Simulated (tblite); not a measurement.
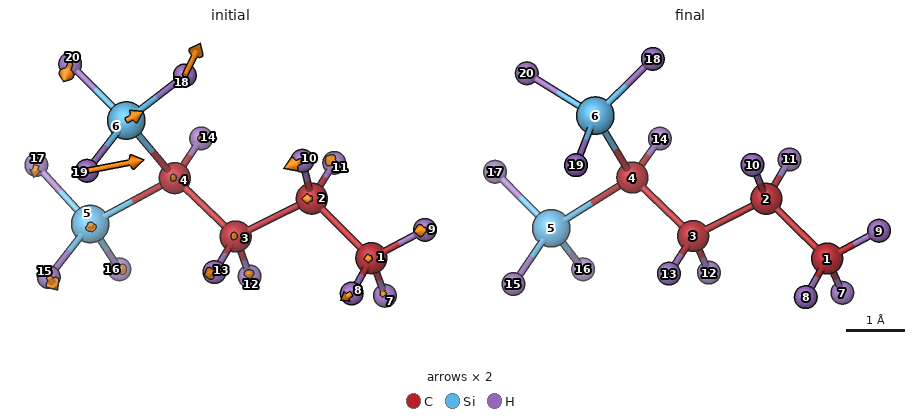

The structure of C4H14Si2 before (left) and after (right) a relaxation, at one scale. The orange arrows give the displacements, 2 times their true length.

A ball-and-stick model, seen from a free direction.

Computed with GFN2-xTB geometry optimisation, gas phase in tblite. 

Question: What changed between the two?

Answer: The atom that moves furthest after the best rigid fit is H19 (0.56 Å). By element the largest moves are H 0.56 Å, Si 0.19 Å, C 0.10 Å. Some distances before and after: C4–Si6 1.869 → 1.907 Å, Si6–H20 1.498 → 1.465 Å, Si5–H15 1.487 → 1.464 Å, C2–C3 1.546 → 1.527 Å. Among the angles between lasting bonds that change: Si5–C4–Si6 102.2° → 112.3°, C3–C4–Si6 117.1° → 112.9°, C3–C4–Si5 113.3° → 110.2°. Over 93 geometry steps the energy falls by 3.49 kcal/mol.
